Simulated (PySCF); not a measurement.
SMILES [SiH2]([Si](F)(F)F)[SiH2]B, singlet at its GFN2-xTB optimised geometry (Å):

```
13

B      2.4326     0.7194     0.5986
Si     1.7451    -0.9995     0.0000
Si    -0.6094    -0.9995     0.0000
Si    -1.4773     1.1073     0.0000
F     -0.4010     2.1724     0.5176
F     -1.8874     1.7437    -1.4025
F     -2.7390     1.4867     0.8950
H      2.5377     0.9698     1.7367
H      2.7390     1.5558    -0.1589
H      2.1394    -1.4266    -1.3597
H      2.1207    -2.1724     0.8181
H     -1.1777    -1.6857     1.1746
H     -1.2094    -1.7095    -1.1431
```

Level of theory: PBE/def2-TZVP in PySCF 2.14.0. Cells within 0.4 Å of a nucleus heavier than hydrogen are left out (blank, or x).

Map of the electron localisation function on the plane z = 0.0 Å:

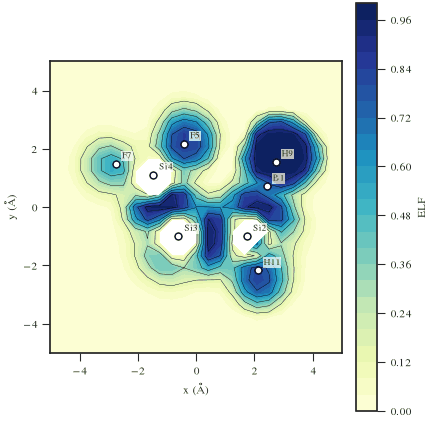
*Electron localisation function on the plane z = 0.0 Å.*
